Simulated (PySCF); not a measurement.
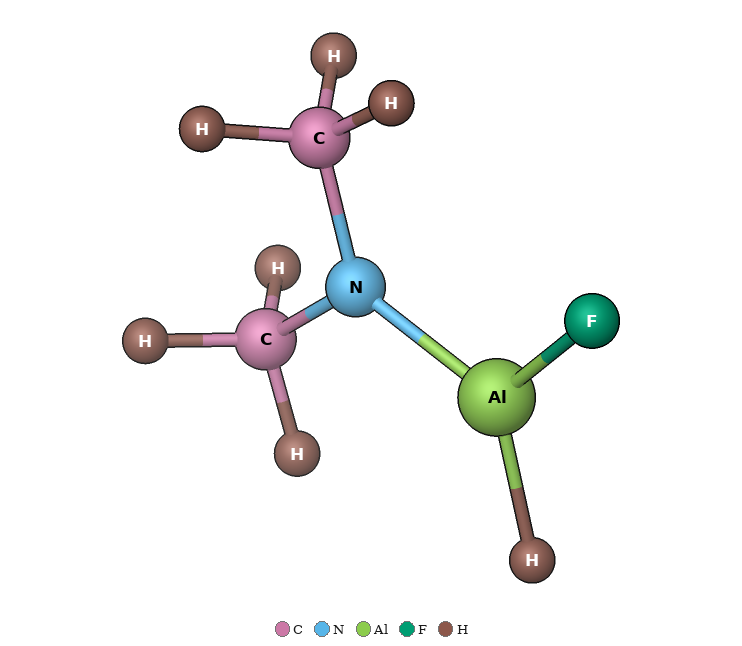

The geometry was computed by an optimisation with PBE0-D3(BJ)/def2-SVP. No frequency run is at hand to confirm it as a minimum. Program: PySCF 2.14.0.

Compare HOMO energy (eV), HOMO–LUMO gap (eV) at these levels: BLYP/pcSseg-2; LDA/pcSseg-2; OPBE/pcSseg-2; PBE0/6-311+G(2d,p); PBE0/aug-cc-pVDZ; PBE0/cc-pVTZ; PBE0/def2-TZVP.

| level | HOMO energy (eV) | HOMO–LUMO gap (eV) |
| --- | --- | --- |
| BLYP/pcSseg-2 | −5.28 | 4.21 |
| LDA/pcSseg-2 | −5.51 | 4.17 |
| OPBE/pcSseg-2 | −5.30 | 4.39 |
| PBE0/6-311+G(2d,p) | −6.62 | 6.10 |
| PBE0/aug-cc-pVDZ | −6.61 | 6.03 |
| PBE0/cc-pVTZ | −6.58 | 6.24 |
| PBE0/def2-TZVP | −6.60 | 6.26 |
